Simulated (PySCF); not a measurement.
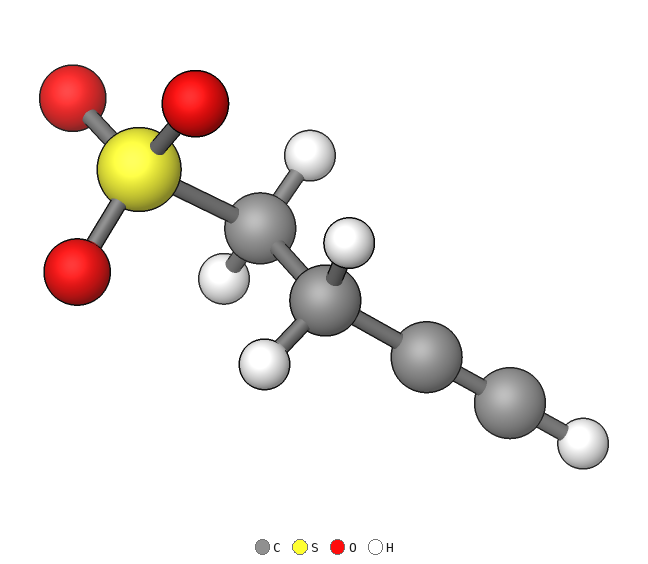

The species has charge −1 and is a spin singlet. Computed geometry: GFN2-xTB optimisation. No frequency run is at hand to confirm it as a minimum.

> Give the formula.

C4H5O3S(-), 13 atoms: 4 carbon, 5 hydrogen, 3 oxygen and 1 sulfur.

> How many bonds of each kind are drawn?

5 C–H, 3 C–C, 3 O–S, 1 C–S.

> Write the SMILES.

C#CCCS(=O)(=O)[O-]

> How many sets of symmetry-equivalent atoms are there?

10: 1 C, 1 C, 1 C, 1 C, 1 S, 2 O, 1 O, 1 H, 2 H, 2 H.

> Give the symmetry (Schoenflies symbol).

Cs.

The parts below concern this one geometry. Atoms keep their numbers from picture to picture.

### Shape

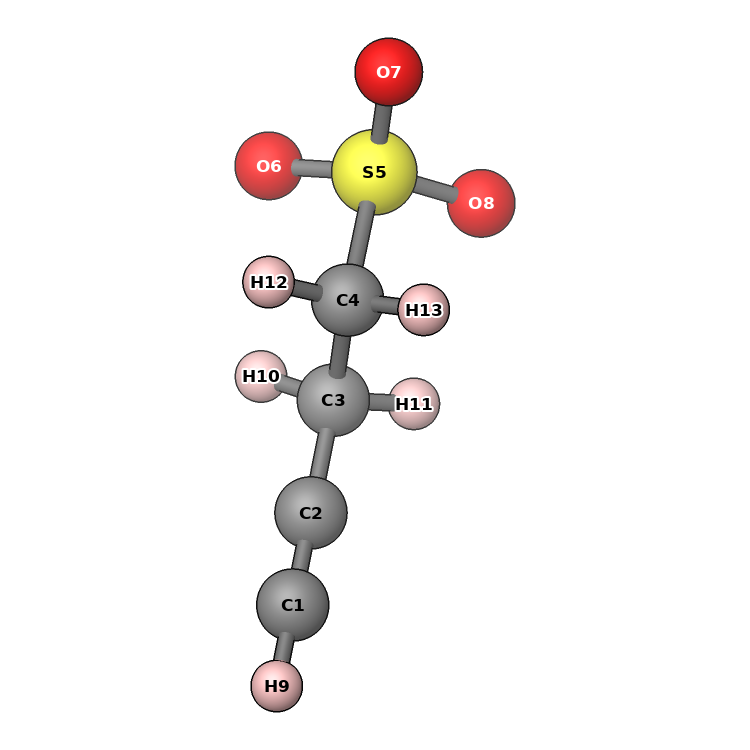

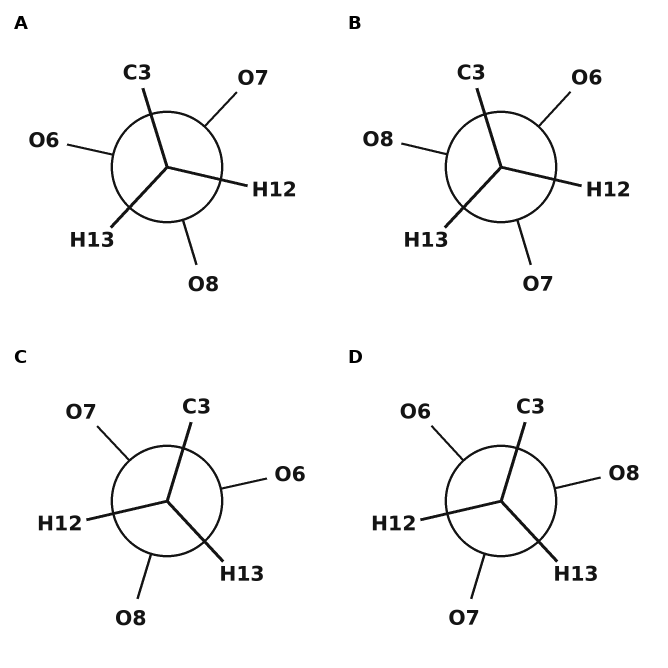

Depth is shown by fading: the farther an atom, the more it takes the colour of the background. Bonds that would overlap in a projection are set slightly apart. No frequency run is at hand to confirm it as a minimum.

> Which Newman projection shows the view along C4–S5, with C4 in front?

B. The torsion angle C3–C4–S5–O6 is 60°, synclinal (gauche).

### NMR shielding

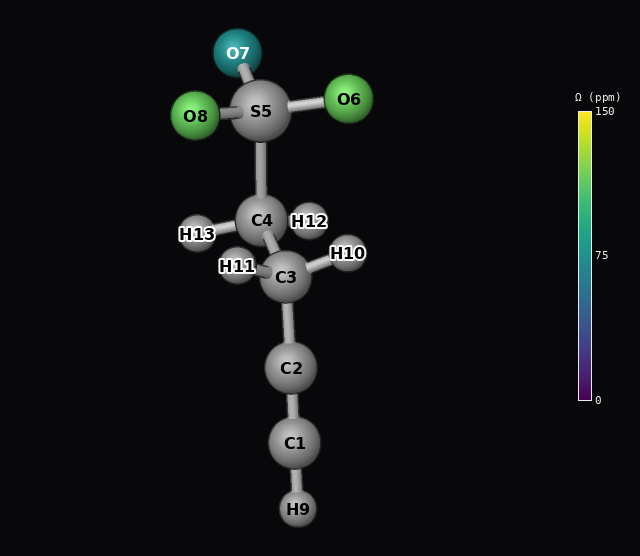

The O atoms are coloured by the span of their shielding tensor. No frequency run is at hand to confirm it as a minimum. Properties computed with GIAO PBE0/pcSseg-1 NMR shielding, non-relativistic, gas phase (PySCF 2.14.0). Principal shieldings σ11 ≤ σ22 ≤ σ33, span Ω = σ33 − σ11, skew κ = 3(σiso − σ22)/Ω.

> Which O atom has the most anisotropic shielding?

O6, O8, with a span of 116 ppm.

Give the shielding tensors of the O atoms.

```tsv
atom	σ11	σ22	σ33	σiso	Ω	κ
O6, O8	73.4	106.9	188.9	123.1	115.5	0.42
O7	91.4	91.8	164.8	116.0	73.4	0.99
```

Shieldings and span in ppm.

### Electronic properties

No frequency run is at hand to confirm it as a minimum. Level of theory: PBE0/def2-SVPD, gas phase (PySCF 2.14.0).

> Give the HOMO energy (Kohn–Sham orbital) at this level.

−2.60 eV.

> What is the mean static polarisability?

84.1 bohr³.

### Bond orders

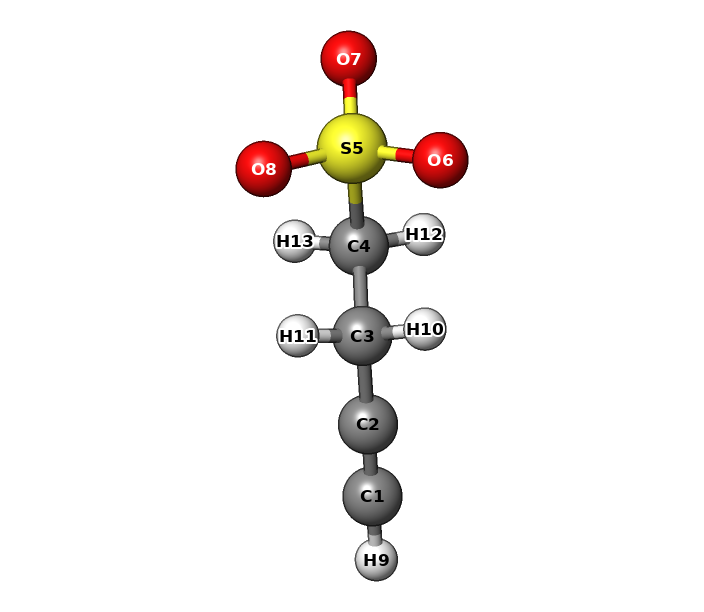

Every bond is drawn as one stick. No frequency run is at hand to confirm it as a minimum. Level of theory: PBE0/pcSseg-1 (PySCF 2.14.0).

> Which bond has the highest Mayer bond order?

C1–C2, 2.49, at a length of 1.199 Å.

List the Mayer bond orders of C1–C2, C1–H9, C2–C3, C3–C4, C3–H10, C4–S5, C4–H12, S5–O7, S5–O6 (one bond of each equivalent set).

```
  bond  Mayer order  length (Å)
 C1–C2         2.49       1.199
 C1–H9         1.16       1.049
 C2–C3         1.12       1.443
 C3–C4         1.02       1.511
C3–H10         0.89       1.094
 C4–S5         0.88       1.841
C4–H12         0.94       1.085
 S5–O7         1.67       1.461
 S5–O6         1.61       1.462
```
